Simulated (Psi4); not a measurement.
# triplet BOF at 4 levels

Wanted: a comparison of 4 runs (UHF/cc-pVTZ, U-wB97X-V/cc-pVTZ, UMP3/cc-pVTZ, UCCSD/cc-pVTZ) of triplet BOF. 

The results are computed with Psi4 1.11.

**1. The structure to begin with**

The species is BOF (3 atoms), meant as a triplet with charge 0. SMILES of the parent species: `O=BF`. Geometry: relaxed at PBE0-D4/def2-TZVP. That shape belongs to the parent species and isn't relaxed for this state.

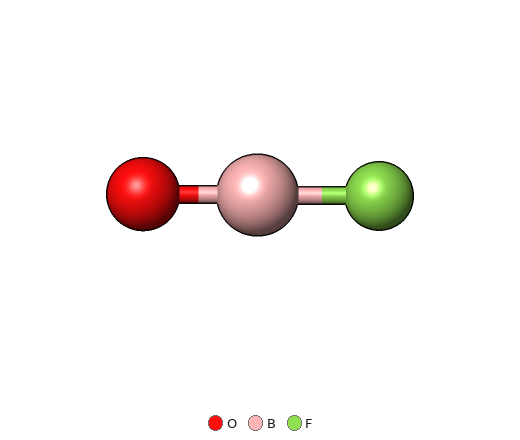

Viewed from a chosen angle; oxygen red, boron pink, fluorine green.

**2. Energy and forces at UHF/cc-pVTZ (run 1)**

The input, calc.inp:

```
memory 1600 mb

molecule m {
  0 3
  O      1.85778975    -1.06788423     0.90687957
  B      0.03836144    -0.02192082     0.01870829
  F     -1.89615119     1.08999403    -0.92558786
  units au
  symmetry c1
}

set globals {
  basis cc-pVTZ
  reference uhf
  puream true
  e_convergence 1e-09
  d_convergence 1e-08
  scf_type pk
  maxiter 100
}

result, w = gradient("hf", return_wfn=True)
```

Launch:

```
$ psi4 -i calc.inp -o calc.out -n 1
```

calc.out:

```text
[...]
  Running in c1 symmetry.
[...]
  Nuclear repulsion =   51.438950188684615
[...]
  Multiplicity = 3
[...]
  Nalpha       = 12
  Nbeta        = 10
[...]
    Number of basis functions: 90
[...]
   @UHF iter   1:  -198.84883207859315   -7.97699e-01   3.55043e-03 ADIIS/DIIS
[...]
   @UHF iter  18:  -198.90012669489977   -6.65068e-12   9.46047e-09 DIIS
[...]
   @S^2 Observed:                2.005811864E+00
[...]
  @UHF Final Energy:  -198.90012669489977
   => Energetics <=
    Nuclear Repulsion Energy =             51.4389501886846148
    One-Electron Energy =                -376.0668441277115335
    Two-Electron Energy =                 125.7277672441271648
    Total Energy =                       -198.9001266948997682
  UHF NO Occupations:
  HONO-2 :   10  A 1.9983684
  HONO-1 :   11  A 1.0000000
[...]
 Multipole Moments:
 ------------------------------------------------------------------------------------
     Multipole            Electronic (a.u.)      Nuclear  (a.u.)        Total (a.u.)
 ------------------------------------------------------------------------------------
 L = 1.  Multiply by 2.5417464519 to convert [e a0] to [Debye]
 Dipole X            :          0.0028194            0.0000155            0.0028349
 Dipole Y            :          0.0001249           -0.0000008            0.0001241
 Dipole Z            :         -0.7200484            1.0067641            0.2867157
 Magnitude           :                                                    0.2867297
[...]
  -Total Gradient:
     Atom            X                  Y                   Z
    ------   -----------------  -----------------  -----------------
       1       -0.000205930487    -0.000009570326    -0.193254056857
       2        0.000399501902     0.000018580315     0.189049308616
       3       -0.000193571415    -0.000009009989     0.004204748242
[...]
```

It took 9.3 s on 1 thread of AMD EPYC 7R43 (Zen 3), shared host; peak memory 0.34 GiB.

**3. A single-point energy at U-wB97X-V/cc-pVTZ (run 2)**

The input, bfo.py:

```python
import psi4

psi4.set_memory('1600 MB')
psi4.set_num_threads(1)
psi4.core.set_output_file('bfo.out', False)

molecule = psi4.geometry("""
0 3
O      0.983100    -0.565100     0.479900
B      0.020300    -0.011600     0.009900
F     -1.003400     0.576800    -0.489800
symmetry c1
no_reorient
no_com
""")

psi4.set_options({
    'reference': 'uks',
    'puream': True,
    'e_convergence': 1e-09,
    'd_convergence': 1e-08,
    'scf_type': 'pk',
    'dft_radial_points': 99,
    'dft_spherical_points': 590,
    'maxiter': 100,
})

E, wfn = psi4.energy("wb97x-v/cc-pVTZ", return_wfn=True)
print(f'wb97x-v/cc-pVTZ energy: {E:.10f} Eh')
```

Launch:

```
$ python bfo.py
```

bfo.out:

```text
[...]
  Running in c1 symmetry.
[...]
  Nuclear repulsion =   51.438950129702292
[...]
  Multiplicity = 3
[...]
  Nalpha       = 12
  Nbeta        = 10
[...]
    Number of basis functions: 90
[...]
   @UKS iter   1:  -199.65125583818480   -5.35187e-01   4.40159e-03 DIIS/ADIIS
[...]
   @UKS iter  17:  -199.71727243287714   -1.63993e-11   9.49517e-09 DIIS
[...]
   @S^2 Observed:                2.001935859E+00
[...]
  @UKS Final Energy:  -199.71727243287714
   => Energetics <=
    Nuclear Repulsion Energy =             51.4389501297022917
    One-Electron Energy =                -376.1075178053586114
    Two-Electron Energy =                 141.3187236409571881
    DFT Exchange-Correlation Energy =     -16.4596325530594498
    Empirical Dispersion Energy =           0.0000000000000000
    VV10 Nonlocal Energy =                  0.0922041548814413
    Total Energy =                       -199.7172724328771380
[...]
 Multipole Moments:
 ------------------------------------------------------------------------------------
     Multipole            Electronic (a.u.)      Nuclear  (a.u.)        Total (a.u.)
 ------------------------------------------------------------------------------------
 L = 1.  Multiply by 2.5417464519 to convert [e a0] to [Debye]
 Dipole X            :          2.1892307           -2.0112355            0.1779951
 Dipole Y            :         -1.2612883            1.1572683           -0.1040201
 Dipole Z            :          1.0690393           -0.9817127            0.0873265
 Magnitude           :                                                    0.2238936
[...]
```

On the terminal:

```text
wb97x-v/cc-pVTZ energy: -199.7172724329 Eh
```

It took 51 s on 1 thread of AMD EPYC 7R43 (Zen 3), shared host; peak memory 0.79 GiB.

**4. The energy at UMP3/cc-pVTZ (run 3)**

The input, run.py:

```python
import psi4

psi4.set_memory('1600 MB')
psi4.set_num_threads(1)
psi4.core.set_output_file('psi4.out', False)

mol = psi4.geometry("""
0 3
O      0.983100    -0.565100     0.479900
B      0.020300    -0.011600     0.009900
F     -1.003400     0.576800    -0.489800
symmetry c1
no_reorient
no_com
""")

psi4.set_options({
    'basis': 'cc-pVTZ',
    'reference': 'uhf',
    'puream': True,
    'e_convergence': 1e-09,
    'd_convergence': 1e-08,
    'scf_type': 'pk',
    'num_frozen_docc': 3,
    'maxiter': 100,
    'mp_type': 'conv',
})

energy_value, wavefunction = psi4.energy('mp3', molecule=mol, return_wfn=True)
print(f'total energy {energy_value:.8f} hartree = {energy_value * 27.211386:.5f} eV')
for k, v in sorted(psi4.core.scalar_variables().items()):
    print(f'{k:45s} {v:18.10f}')
```

Launch:

```
$ python run.py
```

psi4.out:

```text
[...]
  Running in c1 symmetry.
[...]
  Nuclear repulsion =   51.438950129702292
[...]
  Multiplicity = 3
[...]
  Nalpha       = 12
  Nbeta        = 10
[...]
    Number of basis functions: 90
[...]
   @UHF iter   1:  -198.84883207916303   -7.97699e-01   3.55043e-03 DIIS/ADIIS
[...]
   @UHF iter  18:  -198.90012669529847   -4.63274e-12   8.15057e-09 DIIS
[...]
   @S^2 Observed:                2.005811865E+00
[...]
  @UHF Final Energy:  -198.90012669529847
   => Energetics <=
    Nuclear Repulsion Energy =             51.4389501297022917
    One-Electron Energy =                -376.0668440303711577
    Two-Electron Energy =                 125.7277672053703981
    Total Energy =                       -198.9001266952984679
  UHF NO Occupations:
  HONO-2 :   10  A 1.9983684
  HONO-1 :   11  A 1.0000000
[...]
 Multipole Moments:
 ------------------------------------------------------------------------------------
     Multipole            Electronic (a.u.)      Nuclear  (a.u.)        Total (a.u.)
 ------------------------------------------------------------------------------------
 L = 1.  Multiply by 2.5417464519 to convert [e a0] to [Debye]
 Dipole X            :          2.2416090           -2.0112355            0.2303735
 Dipole Y            :         -1.2864319            1.1572683           -0.1291636
 Dipole Z            :          1.0933315           -0.9817127            0.1116188
 Magnitude           :                                                    0.2867297
[...]
	SCS-MP2 Total Energy (a.u.)        :  -199.40136418181436
	SOS-MP2 Total Energy (a.u.)        :  -199.39311653539485
[...]
	SOS-PI-MP2 Total Energy (a.u.)     :  -199.43103883078689
[...]
	MP2 Total Energy (a.u.)            :  -199.41785947465340
[...]
	SCS-MP3 Total Energy (a.u.)        :  -199.40272617732882
[...]
	MP3 Total Energy (a.u.)            :  -199.42330745671129
[...]
```

Run time: 24 s. Hardware: 1 thread of AMD EPYC 7R43 (Zen 3), shared host; peak memory 0.85 GiB.

**5. A single-point energy at UCCSD/cc-pVTZ (run 4)**

The input, calc.in:

```
memory 1600 MB

molecule {
  0 3
  O      0.983100    -0.565100     0.479900
  B      0.020300    -0.011600     0.009900
  F     -1.003400     0.576800    -0.489800
  units angstrom
  symmetry c1
}

set {
  basis cc-pVTZ
  reference uhf
  puream true
  e_convergence 1e-09
  d_convergence 1e-08
  scf_type pk
  num_frozen_docc 3
  maxiter 100
}

result = energy("ccsd")
```

Launch:

```
$ psi4 calc.in calc.out -n 1
```

calc.out:

```text
[...]
  Running in c1 symmetry.
[...]
  Nuclear repulsion =   51.438950129702292
[...]
  Multiplicity = 3
[...]
  Nalpha       = 12
  Nbeta        = 10
[...]
    Number of basis functions: 90
[...]
   @UHF iter   1:  -198.84883207913151   -7.97699e-01   3.55043e-03 ADIIS/DIIS
[...]
   @UHF iter  18:  -198.90012669542659   -6.90648e-12   9.46123e-09 DIIS
[...]
   @S^2 Observed:                2.005811864E+00
[...]
  @UHF Final Energy:  -198.90012669542659
   => Energetics <=
    Nuclear Repulsion Energy =             51.4389501297022917
    One-Electron Energy =                -376.0668440207456911
    Two-Electron Energy =                 125.7277671956168206
    Total Energy =                       -198.9001266954265930
  UHF NO Occupations:
  HONO-2 :   10  A 1.9983684
  HONO-1 :   11  A 1.0000000
[...]
 Multipole Moments:
 ------------------------------------------------------------------------------------
     Multipole            Electronic (a.u.)      Nuclear  (a.u.)        Total (a.u.)
 ------------------------------------------------------------------------------------
 L = 1.  Multiply by 2.5417464519 to convert [e a0] to [Debye]
 Dipole X            :          0.0028194            0.0000155            0.0028349
 Dipole Y            :          0.0001250           -0.0000008            0.0001241
 Dipole Z            :         -0.7200484            1.0067641            0.2867157
 Magnitude           :                                                    0.2867297
[...]
      * MP2 total energy                      = -199.417859475170815
[...]
      * CCSD total energy                     = -199.429442734424669
[...]
```

Run time: 84 s. Hardware: 1 thread of AMD EPYC 7R43 (Zen 3), shared host; peak memory 0.83 GiB.

**6. Overview of the runs**

```tsv
run	level	task	integration grid	energy (Eh)	HOMO energy (eV)	LUMO energy (eV)	⟨S²⟩	wall time
1	UHF/cc-pVTZ	gradient	–	-198.900127	-5.11	-1.98	2.006	9.3 s
2	U-wB97X-V/cc-pVTZ	energy	99 radial × 590 angular	-199.717272	-5.12	–	2.002	51 s
3	UMP3/cc-pVTZ	energy	–	-199.423307	-5.11	-1.98	2.006	24 s
4	UCCSD/cc-pVTZ	energy	–	-199.429443	-5.11	-1.98	2.006	84 s
```

**7. Results**

| quantity | value |
| --- | --- |
| run 4: total energy | -199.42944 Eh |
| run 4: HOMO energy (Hartree–Fock orbitals) (highest over α and β) | -5.11 eV |
| run 4: LUMO energy (Hartree–Fock orbitals) (lowest over α and β) | -1.98 eV |
| run 4: correlation energy (3 core orbitals frozen) | -529.3 mEh |
| run 4: ⟨S²⟩ of the reference determinant | 2.006 |
| run 4: T1 diagnostic | 0.028 |

Below the UHF energy at the same shape and in the same basis (cc-pVTZ): UMP3 -523.2 mEh; UCCSD -529.3 mEh. All runs together took 2.8 min, the longest 84 s.
